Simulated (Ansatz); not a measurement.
## Mg on Al(100): change of the work function

Wanted: Δφ(θ) for Mg/Al(100), starting from the hollow site.

Calculated with Ansatz 0.2.0; plane-wave DFT, PBE, Ansatz PAW.

### Step 1. Starting point

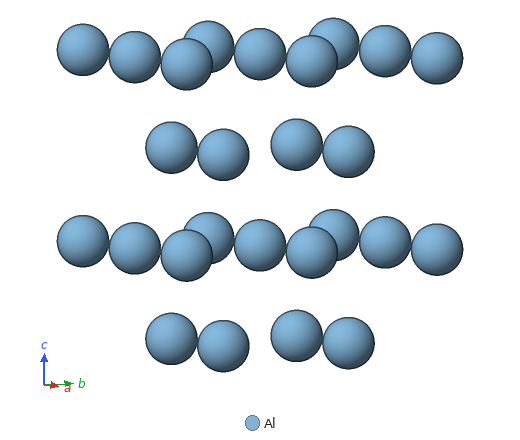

The starting structure, seen from the side, with the c axis up (aluminium light blue). 2×2×1 cells are drawn. Some periodic images of atoms are drawn too.

The cell holds 4 atoms: 4 Al. Cell: a = 2.864 Å, b = 2.864 Å, c = 24.075 Å, α = 90.0°, β = 90.0°, γ = 90.0°. Vacuum lies along c.

### Step 2. The clean slab

The bare slab comes first, as the zero from which every change is counted. The two lowest layers are held at bulk places and the upper ones relax. The dipole correction removes the false field that a one-sided slab makes across the periodic vacuum, so each face gets a flat vacuum level of its own.

The input, input.yaml:

```yaml
crystal:
  lattice:
    - [2.8637824638, 0.0, 0.0]
    - [0.0, 2.8637824638, 0.0]
    - [0.0, 0.0, 24.075]
  atoms:
    - { symbol: Al, position: [0.5, 0.5, 0.3738317757] }
    - { symbol: Al, position: [0.0, 0.0, 0.4579439252] }
    - { symbol: Al, position: [0.5, 0.5, 0.5420560748] }
    - { symbol: Al, position: [0.0, 0.0, 0.6261682243] }
kpoints:
  mp_grid: { grid: [12, 12, 1] }
hamiltonian:
  xc: pbe
scf:
  occupations: { method: fermi_dirac, width: 0.1 }
  convergence: { dr2_threshold: 1.0e-08 }
efield:
  axis: 3
  dipole_correction: true
  ramp_position: 0.97
  ramp_width: 0.06
relax:
  f_tol: 0.02
  max_steps: 60
  constraints: [{ sites: [0, 1] }]
output:
  write_potential: true
  write_density: true
  volumetric_format: npy
```

On the command line:

```
$ ansatz run input.yaml --threads 2 --pin off --max-ram 4096MiB --backend cpu --events-out ev --progress --plain --runs-dir out
```

Numbers of over 12 decimals in the logs are rounded to 6 here.

Output:

```text
Engine: ansatz 0.2.0, aarch64-unknown-linux-gnu
Pseudopotentials: kind: paw
Pseudopotential: Al, paw, valence charge 3, recommended cutoff 420 eV (normal), Al.paw.azcp
Functional definition: PBE
  parameter kappa = 0.804
  parameter beta = 0.066725
  exchange = pbe_x(kappa = kappa, mu = beta*pi^2/3)
  correlation = pbe_c(beta = beta)
Crystal: 4 atoms, lattice volume = 197.445 Å³
Basis set: ecut = 420 eV, 3877 PW (Γ), exchange–correlation on 40×40×324 points (8 copies of the dense FFT grid, shifted against one another)
Bands: 10, of which v1, the nominal top of the filled ones, is band 6 counted from 1 (5 counted from 0)
Symmetry: 8 space group operations
k-points: 28 of 144
Non-local potential: Al, projectors of the file, l = 0: 2, l = 1: 2, l = 2: 1
PAW form: soft (Blöchl's): semilocal exchange-correlation on the pseudo side does not see the compensation charge
PAW one-centre angular grid: Al, 110 points (default); XC on 64 Gauss nodes
Initial density: superposition of atomic densities (neutral atoms: chi_scale 0, normalization atom), corrected by the library's trained network
Initial wavefunctions: pseudopotential atomic-orbital guess
Functional: x = pbe(κ = 0.804, μ = 0.219515), c = pbe(β = 0.066725)
SCF iter   1: F=—  HF=-2149.073312 eV  |F-HF|=—  |Δ(HF+E_count)|=         —  Δρ=1.35e-3  dr2=4.43e-2  ethr=1.77e-3  p=0.000 e·Å  D=4.85e-14 V/Å  ΔV_dip=-0.00 eV  dr2_dipole=8.88e-8  V_vac-E_F(+/−)=4.19/4.19 eV  ⟨swp⟩=7.7  Hψ=2497  notcnv=0
efield: sawtooth ramp at fractional position 0.9700 (set: `efield.ramp_position`, or a place that a band, a saddle search or an elastic batch's reference lends), width 0.0600; the density the first Hamiltonian is built on has a dipole p = 0.000 e·Å; the dipole correction subtracts the counter field D = 4.85e-14 V/Å, which shifts the + side's vacuum level by -0.00 eV against the − side's; the planar-averaged density in the ramp window peaks in size at 7.4e-6 e/Å³
preconditioner: auto → LDOS  [metal: Δε(μ)=0.111 eV  Ē_g=6.245 eV  σ=0.100 eV  W_gap=0.27  n_scr=12 (ndim 8)  ℏωp=9.2 eV  f_vac=0.539  D(μ)=1.77/eV (n_scr^D=8)  β→1.0]
SCF iter   2: F=—  HF=-2149.069339 eV  |F-HF|=—  |Δ(HF+E_count)|=   3.97e-3  Δρ=3.72e-4  dr2=2.51e-4  ethr=3.69e-4  p=-0.000 e·Å  D=-1.60e-6 V/Å  ΔV_dip=0.00 eV  dr2_dipole=1.12e-7  V_vac-E_F(+/−)=4.30/4.30 eV  ⟨swp⟩=1.2  Hψ=520  notcnv=0
SCF iter   3: F=—  HF=-2149.069584 eV  |F-HF|=—  |Δ(HF+E_count)|=   2.45e-4  Δρ=6.51e-5  dr2=6.56e-5  ethr=2.09e-6  p=0.000 e·Å  D=1.17e-6 V/Å  ΔV_dip=-0.00 eV  dr2_dipole=1.44e-9  V_vac-E_F(+/−)=4.30/4.30 eV  ⟨swp⟩=2.6  Hψ=554  notcnv=0
SCF iter   4: F=—  HF=-2149.069765 eV  |F-HF|=—  |Δ(HF+E_count)|=   1.81e-4  Δρ=1.90e-5  dr2=7.49e-6  ethr=5.47e-7  p=0.000 e·Å  D=1.08e-6 V/Å  ΔV_dip=-0.00 eV  dr2_dipole=3.03e-11  V_vac-E_F(+/−)=4.30/4.30 eV  ⟨swp⟩=1.5  Hψ=319  notcnv=0
SCF iter   5: F=—  HF=-2149.069768 eV  |F-HF|=—  |Δ(HF+E_count)|=   2.21e-6  Δρ=2.85e-6  dr2=1.76e-8  ethr=6.24e-8  p=0.000 e·Å  D=1.02e-7 V/Å  ΔV_dip=-0.00 eV  dr2_dipole=2.53e-10  V_vac-E_F(+/−)=4.30/4.30 eV  ⟨swp⟩=2.1  Hψ=349  notcnv=0
SCF iter   6: F=-2149.069768 eV  HF=-2149.069768 eV  |F-HF|=2.17e-9  |Δ(HF+E_count)|=   1.32e-7  Δρ=9.95e-7  dr2=8.50e-9  ethr=8.33e-11  p=0.000 e·Å  D=2.78e-7 V/Å  ΔV_dip=-0.00 eV  dr2_dipole=9.34e-11  V_vac-E_F(+/−)=4.30/4.30 eV  ⟨swp⟩=10.3  Hψ=2053  notcnv=0
SCF 1 converged in 6 iterations: F = -2149.069768 eV  dr2 = 8.50e-9
  greatest PAW one-centre occupation: 0.476 electrons in one spin orbital (limit 2), on the Al atom at site 0 (counted from 0), in its partial waves of l = 0
relax step   1: F+E_penalty+E_count = -2149.06976777 eV  Δ(F+E_penalty+E_count) = +0.000e0 eV  max|allowed force component| = 8.598e-2 eV/Å  Δτ_max = 0.0000 Å  (6 SCF iters, accepted)
Initial density: handed on by an earlier stage of this run
Initial wavefunctions: those handed on with the density
iter 1 solved again at ethr=3.58e-5 eV; its pass at ethr=3.10e-3 eV (dr2=4.30e-3 eV) is discarded
SCF iter   1: F=—  HF=-2149.070734 eV  |F-HF|=—  |Δ(HF+E_count)|=         —  Δρ=3.87e-4  dr2=4.25e-3  ethr=3.58e-5  p=0.000 e·Å  D=2.79e-7 V/Å  ΔV_dip=-0.00 eV  dr2_dipole=8.48e-4  V_vac-E_F(+/−)=4.30/4.30 eV  ⟨swp⟩=1.1  Hψ=1337  notcnv=0
efield: sawtooth ramp at fractional position 0.9700 (set: `efield.ramp_position`, or a place that a band, a saddle search or an elastic batch's reference lends), width 0.0600; the density the first Hamiltonian is built on has a dipole p = 0.000 e·Å; the dipole correction subtracts the counter field D = 2.79e-7 V/Å, which shifts the + side's vacuum level by -0.00 eV against the − side's; the planar-averaged density in the ramp window peaks in size at 1.1e-7 e/Å³
preconditioner: auto → LDOS  [metal: Δε(μ)=0.091 eV  Ē_g=6.216 eV  σ=0.100 eV  W_gap=0.22  n_scr=12 (ndim 8)  ℏωp=9.2 eV  f_vac=0.537  D(μ)=1.89/eV (n_scr^D=10)  β→1.0]
SCF iter   2: F=—  HF=-2149.070368 eV  |F-HF|=—  |Δ(HF+E_count)|=   3.66e-4  Δρ=2.37e-4  dr2=6.53e-4  ethr=3.54e-5  p=0.000 e·Å  D=5.37e-5 V/Å  ΔV_dip=-0.00 eV  dr2_dipole=5.89e-5  V_vac-E_F(+/−)=4.30/4.30 eV  ⟨swp⟩=2.3  Hψ=395  notcnv=0
SCF iter   3: F=—  HF=-2149.070334 eV  |F-HF|=—  |Δ(HF+E_count)|=   3.37e-5  Δρ=4.24e-5  dr2=3.63e-5  ethr=5.44e-6  p=0.000 e·Å  D=3.76e-4 V/Å  ΔV_dip=-0.01 eV  dr2_dipole=5.08e-6  V_vac-E_F(+/−)=4.29/4.30 eV  ⟨swp⟩=2.6  Hψ=441  notcnv=0
SCF iter   4: F=—  HF=-2149.070508 eV  |F-HF|=—  |Δ(HF+E_count)|=   1.74e-4  Δρ=8.66e-6  dr2=3.60e-7  ethr=3.03e-7  p=0.000 e·Å  D=3.71e-4 V/Å  ΔV_dip=-0.01 eV  dr2_dipole=7.84e-10  V_vac-E_F(+/−)=4.29/4.30 eV  ⟨swp⟩=1.8  Hψ=407  notcnv=0
SCF iter   5: F=—  HF=-2149.070509 eV  |F-HF|=—  |Δ(HF+E_count)|=   2.68e-7  Δρ=2.82e-6  dr2=1.69e-8  ethr=3.00e-9  p=0.000 e·Å  D=3.75e-4 V/Å  ΔV_dip=-0.01 eV  dr2_dipole=8.23e-10  V_vac-E_F(+/−)=4.29/4.30 eV  ⟨swp⟩=2.5  Hψ=523  notcnv=0
SCF iter   6: F=-2149.070509 eV  HF=-2149.070509 eV  |F-HF|=3.51e-9  |Δ(HF+E_count)|=   4.54e-8  Δρ=6.32e-7  dr2=1.37e-9  ethr=8.33e-11  p=0.000 e·Å  D=3.78e-4 V/Å  ΔV_dip=-0.01 eV  dr2_dipole=1.04e-10  V_vac-E_F(+/−)=4.29/4.30 eV  ⟨swp⟩=9.2  Hψ=1838  notcnv=0
SCF 2 converged in 6 iterations: F = -2149.070509 eV  dr2 = 1.37e-9
  greatest PAW one-centre occupation: 0.477 electrons in one spin orbital (limit 2), on the Al atom at site 3 (counted from 0), in its partial waves of l = 0
relax step   2: F+E_penalty+E_count = -2149.07050878 eV  Δ(F+E_penalty+E_count) = -7.410e-4 eV  max|allowed force component| = 1.989e-2 eV/Å  Δτ_max = 0.0157 Å  (6 SCF iters, accepted)
NSCF: frozen V_eff on 28 k-points
the search or the solves at the SCF's close seem to have found levels that the self-consistency loop had missed (the run counts 1). By its estimate they hold under 1e-12 electrons; where the run keeps them, the occupations were computed again with them
WARN: The output density's exchange-correlation potential varies sharply where the density is thin. Do not read a vacuum level from v_tot or v_xc, or from such a field of the output density. On a cell that repeats whose density bears no net charge and no dipole along the vacuum's axis use v_es (v_loc + v_h of the components); under efield.dipole_correction with no amplitude use v_es + v_field, which holds any externa [...]
SCF converged after 6 iterations
Free energy (F): -2149.070509 eV
Harris-Foulkes:  -2149.070509 eV  (|F-HF|=3.51e-9)
Internal energy: -2149.011085 eV  (E = F + TS)
E sigma→0 (E₀):  -2149.040797 eV
Entropy (-TS):   -0.059424 eV (-14.856 meV/atom)
Fermi energy:    -0.147918 eV
Dipole field:    D = 0.000364 V/Å  (p = 0.000397 e·Å, saw-weighted, corrected)
Work function:   Φ+ = 4.2929 eV   Φ− = 4.3016 eV
Levels:          The Fermi level and band energies are counted from a zero that moves with the ramp; work functions are not
--- Per-component energies (eV) ---
  E_band       = -50.329324
  E_kinetic    = 85.713780
  E_local      = -2761.718043  (includes V_loc(G=0)·N_el)
  E_nonlocal   = 41.955323
  E_hartree    = 1354.964325
  E_xc         = -155.889557
  E_vxc        = -111.721352  (∫ρ·V_xc dr)
  E_paw        = -1869.136310  (= ΣΔE_a)
  E_vpaw       = -14.488216  (= ΣTr[D̂ρ^β])
  E_aug_tail   = -0.000009  (compensation charges beyond the density's cutoff)
  E_efield     = 0.000000  (sawtooth field / dipole correction)
  E_vefield    = 0.000005  (∫n·V_field dr)
  E_ewald      = 1155.099405
  E_smearing   = -0.059424  (= −TS)
  E_closure    = -0.000000  (closes the sum)
  Σ components = -2149.070509   (vs F -2149.070509, Δ=0.00e0)
--- Forces (eV/Å), atoms counted from 1 ---
  atom   1  Al     0.00000000     0.00000000    -0.04353659
  atom   2  Al     0.00000000     0.00000000     0.03675531
  atom   3  Al    -0.00000000     0.00000000     0.01989361
  atom   4  Al     0.00000000     0.00000000    -0.01311337
  max |Σ_I F_I| component: 1.04e-6 eV/Å
--- Band table (eV; the first three rows and the last of 28) ---
  k-point 0: bands = ["-10.7344", "-9.3519", "-7.2434", "-4.4197", "-2.1006", "1.3274", "3.2832", "4.1394", "4.3751", "5.5434"]
  k-point 1: bands = ["-10.6095", "-9.2280", "-7.1208", "-4.2979", "-1.9846", "1.4396", "3.4047", "3.5200", "4.2685", "4.4924"]
  k-point 2: bands = ["-10.2356", "-8.8569", "-6.7537", "-3.9335", "-1.6377", "1.1533", "1.8770", "2.5034", "3.7893", "4.4870"]
  k-point 27: bands = ["-2.5943", "-2.5943", "-1.3140", "-1.3140", "-1.2842", "-1.2630", "0.1501", "0.1695", "0.6486", "0.6486"]
--- Relaxed structure (2 steps of the walk, 2 accepted, 0 SCFs on fresh bases) ---
  F+E_penalty+E_count = -2149.07050878 eV   max|allowed force component| = 1.989e-2 eV/Å
  atoms:
    - { symbol: Al, position: [0.5, 0.5, 0.373832] }
    - { symbol: Al, position: [0.0, 0.0, 0.457944] }
    - { symbol: Al, position: [0.5, 0.5, 0.541405] }
    - { symbol: Al, position: [0, 0.0, 0.626621] }
```

Elapsed: 6.2 s, on 2 threads of Arm Neoverse V1, shared host; peak memory 0.37 GiB; 12 s of CPU time.

Step by step:

```csv
step,energy less that of the first step (eV),largest force component (eV/Å)
1,0.0000,0.0860
2,-0.0007,0.0199
```

The run keeps the 8 symmetry operations that it works with, so distortions that break them were not tested.

The atoms that moved most (Å):

```csv
atom,dx,dy,dz,length
Al3,0.000,0.000,-0.016,0.016
Al4,0.000,0.000,0.011,0.011
```

Numbers from this step:

| Property | Result |
| --- | --- |
| energy at zero smearing | -2149.0408 eV |
| work function, upper face | 4.293 eV |
| dipole along the normal | 3.97e-4 e·Å |

Running mean over 2.025 Å of the planar mean; the ramp of the sawtooth is left out. Table of electron's electrostatic potential energy less the Fermi level by z:

```csv
z (Å),electron's electrostatic potential energy less the Fermi level (eV)
4,4.30
6,4.23
8,-0.524
10,-4.56
12,-4.62
14,-4.45
16,-0.942
18,4.21
20,4.29
```

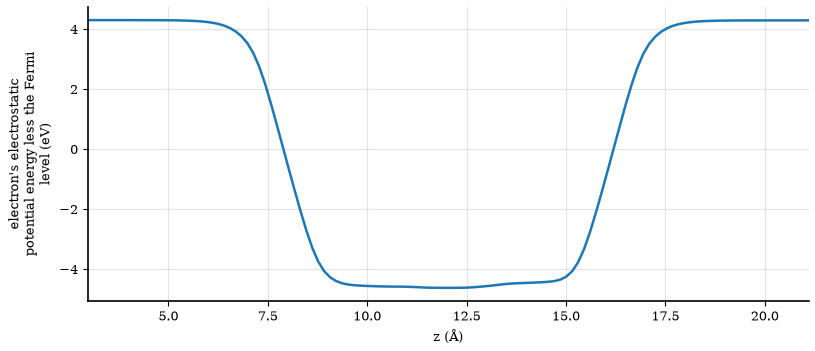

Electron's electrostatic potential energy less the Fermi level against z.

The relaxation took 2 steps and lowered the energy by 7.4e-4 eV; the largest force on the free atoms ends at 0.020 eV/Å.

The work function of the upper face is 4.29 eV.

[end of part 1 of 4]

[Logs are printed without paths, hosts, clocks, repeated set-up lines and the standing remarks that a program may print on its own settings, such as how far it seeks lower states.]

[Hosts, paths, dates, database ids (printed as entryN), source tags and the programs' standing remarks are cut or masked in the printed files.]

[Maps of the electrostatic potential energy from Ansatz leave out the sawtooth potential of an applied field or a dipole correction, so their vacuum need not be flat; planar profiles and work functions include it.]
